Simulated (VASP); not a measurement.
# A VASP study of SrCuSe2 (RPBE + D3(BJ)): structure first, properties next, part 2 of 4

What structure does SrCuSe2 take at this level, and what are its properties? The cell is invented: it takes the structure of a Materials Project entry for BaCuS2 (space group 119 there), with some of its atoms replaced by other elements, volume scaled by an estimate. It may not be a known or stable phase.

VASP 6.6.1; RPBE with D3(BJ), no spin polarisation; plane waves and PAW (Sr_sv, Se, Cu); invented cell.

Still holding for the runs below: This run has no spin polarisation, although Cu can carry a moment. Its electron count is odd, so without a moment it is a metal by construction.

So far. Step 2 (First try): The fault in the input: ionic step far too long (POTIM = 2.0 and IBRION = 1). Lower POTIM, or use IBRION = 2.

**3. Rough relaxation of the start cell (continued)**

Relaxation path:

```
step  energy less that of the first step (eV)  largest force (eV/Å)  pressure (GPa)  volume (Å³)
   1                                   0.0000                1.4246          -10.49        86.98
   2                                   0.4801                1.7840           11.33        70.26
   3                                  -0.5649                1.5029           -1.04        75.97
   4                                  -0.5869                1.4817            1.17        74.24
   5                                  -0.5885                1.4676            2.29        73.49
   6                                  -0.7117                0.0736            3.06        73.30
   7                                  -0.7124                0.0499            1.93        73.31
   8                                  -0.7163                0.0568           -1.26        75.56
   9                                  -0.7202                0.0540           -0.35        74.59
  10                                  -0.7200                0.0523            0.27        74.42
  11                                  -0.7201                0.0533            0.10        74.51
  12                                  -0.7201                0.0530           -0.05        74.54
  13                                  -0.7207                0.0307            0.13        74.53
  14                                  -0.7216                0.0310            0.25        74.53
  15                                  -0.7216                0.0214           -0.07        74.77
```

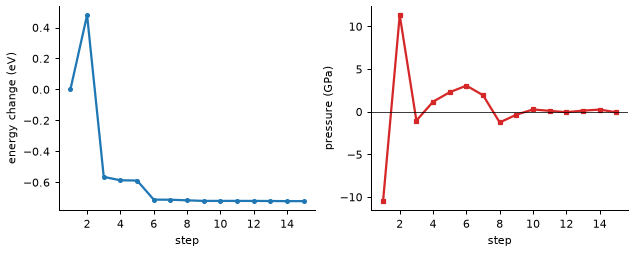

Energy and pressure along the relaxation.

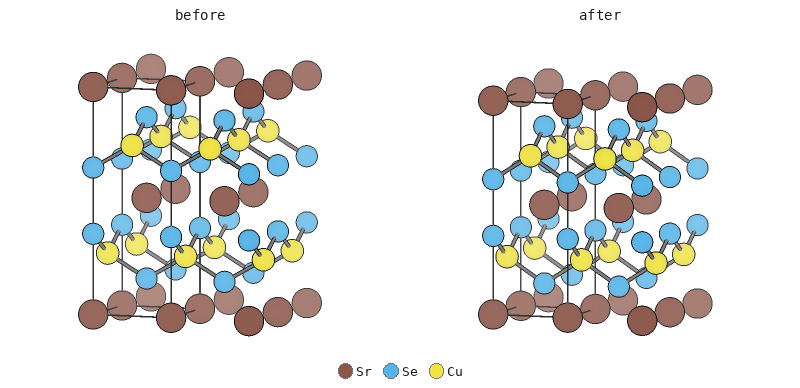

The structure before and after the relaxation, drawn at the same scale.

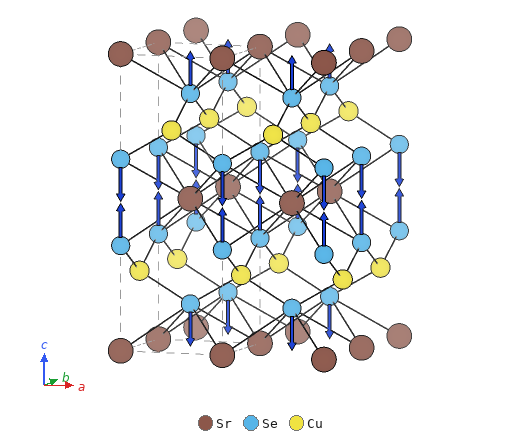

Displacements in the relaxation, exaggerated, measured against the changing cell; the longest in the cell stands for 0.13 Å. 2×2×1 conventional cells are drawn. Some periodic images of atoms are drawn too.

```
conventional cell, symmetrised  before   after   change
                         a (Å)   3.981   3.808   -4.3 %
                         b (Å)   3.981   3.808   -4.3 %
                         c (Å)  10.976  10.311   -6.1 %
              volume (Å³/atom)   21.75   18.69  -14.0 %
```

The atoms that moved most (Å, as changes of fractional coordinates times the final cell):

```
atom     dx     dy      dz  length
 Se2  0.000  0.000  -0.134   0.134
 Se3  0.000  0.000   0.134   0.134
```

The relaxed structure:

```
Sr Se Cu
1.0
    -1.90413    1.90413    5.15551
     1.90413   -1.90413    5.15551
     1.90413    1.90413   -5.15551
Sr Se Cu
1 2 1
Direct
  0.00000 0.00000 0.00000
  0.63247 0.63247 0.00000
  0.36753 0.36753 0.00000
  0.75000 0.25000 0.50000
```

This step gave:

```
electrons                       : 33
bands                           : 22
irreducible k-points            : 30
symmetry operations             : 8
free energy (TOTEN)             : -23.16 eV
energy at zero smearing         : -23.16 eV
Fermi energy                    : 5.909 eV
pressure                        : -0.07205 GPa
metallic                        : yes
SCF cycles over all ionic steps : 200
```

It ends with a largest force of 0.021 eV/Å and a pressure of -0.07 GPa.

**4. Full relaxation (RPBE + D3(BJ))**

Properties are meant for the cell that this level of theory prefers, so cell and atoms are relaxed first (ISIF = 3) until forces and stress are small; EDIFFG sets the threshold.

Contents of INCAR:

```
SYSTEM = SrCuSe2
PREC = Accurate
ENCUT = 400
EDIFF = 1E-06
NELM = 100
ISMEAR = 0
SIGMA = 0.05
LREAL = .FALSE.
ALGO = Normal
GGA = RP
IVDW = 12
NBANDS = 22
LORBIT = 11
LWAVE = .FALSE.
LCHARG = .FALSE.
KPAR = 2
IBRION = 2
NSW = 60
ISIF = 3
EDIFFG = -0.01
```

Contents of POSCAR:

```
SrCuSe2
1.0
   -1.9041335917      1.9041335917      5.1555134961
    1.9041335917     -1.9041335917      5.1555134961
    1.9041335917      1.9041335917     -5.1555134961
Sr Se Cu
1 2 1
Direct
    0.0000000000      0.0000000000      0.0000000000
    0.6324738489      0.6324738489      0.0000000000
    0.3675261511      0.3675261511      0.0000000000
    0.7500000000      0.2500000000      0.5000000000
```

Contents of KPOINTS:

```
Automatic mesh
0
Gamma
10 10 10
0 0 0
```

Potentials, in the order of the species: Sr_sv, Se and Cu (PBE family, release 64).

On the command line:

```
mpirun -np 2 vasp_std
```

The log of the run:

```text
[... set-up lines as in an earlier step ...]
 entering main loop
       N       E                     dE             d eps       ncg     rms          rms(c)
DAV:   1     0.234749427862E+03    0.23475E+03   -0.12656E+04  4488   0.135E+03
DAV:   2     0.544204290042E+01   -0.22931E+03   -0.21691E+03  4718   0.329E+02
DAV:   3    -0.145301714708E+02   -0.19972E+02   -0.18941E+02  5904   0.968E+01
DAV:   4    -0.155070230003E+02   -0.97685E+00   -0.97076E+00  7180   0.190E+01
DAV:   5    -0.155455079804E+02   -0.38485E-01   -0.38454E-01  6274   0.322E+00    0.300E+01
DAV:   6    -0.177519985696E+02   -0.22065E+01   -0.56551E+01  5604   0.196E+02    0.174E+01
DAV:   7    -0.131621381325E+02    0.45899E+01   -0.18423E+01  5232   0.104E+02    0.892E+00
DAV:   8    -0.137232669106E+02   -0.56113E+00   -0.49525E+00  7254   0.533E+01    0.653E+00
DAV:   9    -0.133329274119E+02    0.39034E+00   -0.30563E+00  6338   0.537E+01    0.166E+00
DAV:  10    -0.133023124282E+02    0.30615E-01   -0.24709E-01  7114   0.131E+01    0.446E-01
DAV:  11    -0.133018089192E+02    0.50351E-03   -0.22068E-02  7258   0.173E+00    0.357E-01
DAV:  12    -0.133012545393E+02    0.55438E-03   -0.51176E-03  7262   0.232E+00    0.187E-01
DAV:  13    -0.133014249891E+02   -0.17045E-03   -0.13215E-03  7014   0.290E-01    0.204E-01
DAV:  14    -0.133012961538E+02    0.12884E-03   -0.14284E-04  7288   0.376E-01    0.136E-01
DAV:  15    -0.133012375880E+02    0.58566E-04   -0.11620E-04  7226   0.207E-01    0.762E-02
DAV:  16    -0.133012273998E+02    0.10188E-04   -0.43344E-05  7320   0.133E-01    0.291E-02
DAV:  17    -0.133012262417E+02    0.11581E-05   -0.47467E-06  5938   0.383E-02    0.110E-02
DAV:  18    -0.133012260918E+02    0.14991E-06   -0.13713E-06  4192   0.741E-03
   1 F= -.23151821E+02 E0= -.23150504E+02  d E =-.231518E+02
 curvature:   0.00 expect dE= 0.000E+00 dE for cont linesearch  0.000E+00
 trial: gam= 0.00000 g(F)=  0.889E-05 g(S)=  0.116E-02 ort = 0.000E+00 (trialstep = 0.100E+01)
 search vector abs. value=  0.116E-02
 bond charge predicted
       N       E                     dE             d eps       ncg     rms          rms(c)
DAV:   1    -0.132394638906E+02    0.61762E-01   -0.23571E-01  5412   0.988E+00    0.108E+00
DAV:   2    -0.132372741688E+02    0.21897E-02   -0.14464E-01  5572   0.130E+01    0.665E-01
DAV:   3    -0.132264647889E+02    0.10809E-01   -0.45126E-02  5538   0.791E+00    0.248E-01
DAV:   4    -0.132257446188E+02    0.72017E-03   -0.48785E-03  7128   0.559E-01    0.131E-01
DAV:   5    -0.132256996170E+02    0.45002E-04   -0.18939E-04  6984   0.403E-01    0.827E-02
DAV:   6    -0.132257258875E+02   -0.26270E-04   -0.13124E-04  7646   0.115E-01    0.224E-02
DAV:   7    -0.132257234226E+02    0.24648E-05   -0.15957E-05  6442   0.573E-02    0.124E-02
DAV:   8    -0.132257244292E+02   -0.10066E-05   -0.28885E-06  5050   0.308E-02    0.717E-03
DAV:   9    -0.132257247956E+02   -0.36637E-06   -0.75594E-07  3246   0.191E-02
   2 F= -.23151721E+02 E0= -.23150399E+02  d E =0.998471E-04
[...]
3 F= -.23152011E+02 E0= -.23150692E+02  d E =-.190727E-03
[...]
4 F= -.23152008E+02 E0= -.23150689E+02  d E =-.187729E-03
[...]
5 F= -.23152009E+02 E0= -.23150690E+02  d E =-.188103E-03
[...]
6 F= -.23152010E+02 E0= -.23150691E+02  d E =-.189300E-03
[...]
7 F= -.23152010E+02 E0= -.23150691E+02  d E =-.189779E-03
[...]
8 F= -.23152081E+02 E0= -.23150744E+02  d E =-.710692E-04
 ZBRENT: can't locate minimum, use default step
 trial-energy change:   -0.000071  1 .order   -0.000072   -0.000079   -0.000065
 step:   3.5497(harm=  4.8286)  dis= 0.00150  next Energy=   -23.152226 (dE=-0.216E-03)
 bond charge predicted
       N       E                     dE             d eps       ncg     rms          rms(c)
DAV:   1    -0.132681240256E+02    0.16892E-03   -0.52094E-02  4834   0.167E+00    0.213E-01
DAV:   2    -0.132676975211E+02    0.42650E-03   -0.12882E-03  6544   0.536E-01    0.126E-01
DAV:   3    -0.132674708874E+02    0.22663E-03   -0.48341E-04  5770   0.564E-01    0.515E-02
DAV:   4    -0.132674296486E+02    0.41239E-04   -0.23542E-04  6304   0.523E-01    0.179E-02
DAV:   5    -0.132674296168E+02    0.31797E-07   -0.23802E-05  7022   0.104E-01    0.150E-02
DAV:   6    -0.132674298294E+02   -0.21264E-06   -0.12326E-06  3714   0.285E-02
   9 F= -.23152199E+02 E0= -.23150816E+02  d E =-.188845E-03
 curvature:  -2.29 expect dE=-0.102E-03 dE for cont linesearch -0.104E-04
 trial: gam= 0.14316 g(F)=  0.315E-05 g(S)=  0.415E-04 ort = 0.208E-04 (trialstep = 0.142E+01)
 search vector abs. value=  0.525E-04
 reached required accuracy - stopping structural energy minimisation
```

Run time: 5.5 min. Hardware: 2 MPI ranks of AMD EPYC 9R45, shared host; peak memory 0.64 GiB.

OUTCAR, selected parts (step 4):

```text
  LATTYP: Found a body centered tetragonal cell.
 ALAT       =     3.8082671834
 C/A-ratio  =     2.7075377056

The static configuration has the point symmetry D_2d.

 Found    102 irreducible k-points:

   k-points           NKPTS =    102   k-points in BZ     NKDIM =    102   number of bands    NBANDS=     22

   dimension x,y,z NGX =    40 NGY =   40 NGZ =   40
   dimension x,y,z NGXF=    80 NGYF=   80 NGZF=   80

   ENCUT  =  400.0 eV  29.40 Ry    5.42 a.u.   9.49  9.49  9.49*2*pi/ulx,y,z

   NELECT =      33.0000    total number of electrons

 Edisp (eV)   -9.88379

 E-fermi :   5.9755

 k-point     1 :       0.0000    0.0000    0.0000
  band No.  band energies     occupation
    ...
     12       2.7305      2.00000
     13       3.4052      2.00000
     14       3.4052      2.00000
     15       5.4734      2.00000
     16       5.4734      2.00000
     17       6.7126      0.00000
     18       7.7601      0.00000
     19       9.2113      0.00000
     20      10.7748      0.00000
     21      11.1603      0.00000
    ...

 k-point     2 :       0.1000    0.0000    0.0000
  band No.  band energies     occupation
    ...
     12       2.6963      2.00000
     13       3.2307      2.00000
     14       3.5528      2.00000
     15       4.9722      2.00000
     16       5.3649      2.00000
     17       7.1528      0.00000
     18       7.6131      0.00000
     19       9.6895      0.00000
     20      11.0500      0.00000
     21      11.3435      0.00000
    ...

 Edisp (eV)   -9.88477

  Total       0.03900     0.03900     0.01992     0.00000     0.00000     0.00000
  in kB       0.83809     0.83809     0.42806     0.00000     0.00000     0.00000
  external pressure =        0.70 kB  Pullay stress =        0.00 kB

  energy-cutoff  :      400.00
  volume of cell :       74.56
      direct lattice vectors                 reciprocal lattice vectors
    -1.905542690  1.905542690  5.133745254     0.000000000  0.262392442  0.097394782
     1.905542690 -1.905542690  5.133745254     0.262392442  0.000000000  0.097394782
     1.905542690  1.905542690 -5.133745254     0.262392442  0.262392442  0.000000000

 POSITION                                       TOTAL-FORCE (eV/Angst)
 -----------------------------------------------------------------------------------
      0.00000      0.00000     -0.00000        -0.000000     -0.000000     -0.000000
      0.00000      0.00000      6.49562         0.000000      0.000000      0.005718
      0.00000      0.00000      3.77187        -0.000000     -0.000000     -0.005718
      0.00000      1.90554      2.56687        -0.000000     -0.000000      0.000000
 -----------------------------------------------------------------------------------
    total drift:                                0.000001     -0.000001     -0.000000

  FREE ENERGIE OF THE ION-ELECTRON SYSTEM (eV)
  ---------------------------------------------------
  free  energy   TOTEN  =       -23.1521991360 eV

  energy  without entropy=      -23.1494331521  energy(sigma->0) =      -23.15081614

 total charge
# of ion       s       p       d       tot
------------------------------------------
    1        2.016   5.826   0.320   8.161
    2        1.456   2.466   0.067   3.989
    3        1.456   2.466   0.067   3.989
    4        0.471   0.549   9.218  10.238
--------------------------------------------------
tot          5.399  11.307   9.672  26.378

[... 2 parts as in an earlier step ...]

[... 7 further parts left out ...]
```

Relaxation path:

```
step  energy less that of the first step (eV)  largest force (eV/Å)  pressure (GPa)  volume (Å³)
   1                                   0.0000                0.0096           -0.37        74.77
   2                                   0.0001                0.0060            0.46        74.30
   3                                  -0.0002                0.0079            0.08        74.56
   4                                  -0.0002                0.0081            0.02        74.59
   5                                  -0.0002                0.0082            0.00        74.58
   6                                  -0.0002                0.0083            0.01        74.57
   7                                  -0.0002                0.0082            0.02        74.57
   8                                  -0.0003                0.0076            0.02        74.57
   9                                  -0.0004                0.0057            0.07        74.56
```

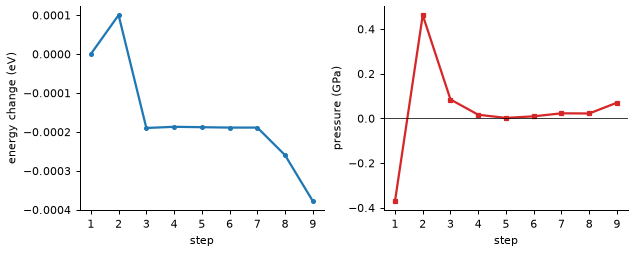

Energy and pressure along the relaxation.

```
conventional cell, symmetrised  before   after  change
                         a (Å)   3.808   3.811  +0.1 %
                         b (Å)   3.808   3.811  +0.1 %
                         c (Å)  10.311  10.267  -0.4 %
              volume (Å³/atom)   18.69   18.64  -0.3 %
```

The relaxed structure:

```
Sr Se Cu
1.0
    -1.90554    1.90554    5.13375
     1.90554   -1.90554    5.13375
     1.90554    1.90554   -5.13375
Sr Se Cu
1 2 1
Cartesian
  0.0000 0.0000 0.0000
  0.0000 0.0000 6.4956
  0.0000 0.0000 3.7719
  0.0000 1.9055 2.5669
```

This step gave:

- irreducible k-points: 102
- free energy (TOTEN): -23.15 eV
- energy at zero smearing: -23.15 eV
- Fermi energy: 5.976 eV
- pressure: 0.07014 GPa
- SCF cycles over all ionic steps: 62

It ends with a largest force of 0.006 eV/Å and a pressure of 0.07 GPa.

(Part 2 of 4 ends here.)

[Lines on the potential files, build, host, timing and source positions are cut from VASP's logs without a mark.]

[Logs are printed without paths, hosts, clocks, repeated set-up lines and the standing remarks that a program may print on its own settings, such as how far it seeks lower states.]

[Hosts, paths, dates, database ids (printed as entryN), source tags and the programs' standing remarks are cut or masked in the printed files.]

[A measured line is paired with the nearest computed mode of its activity, which favours agreement.]
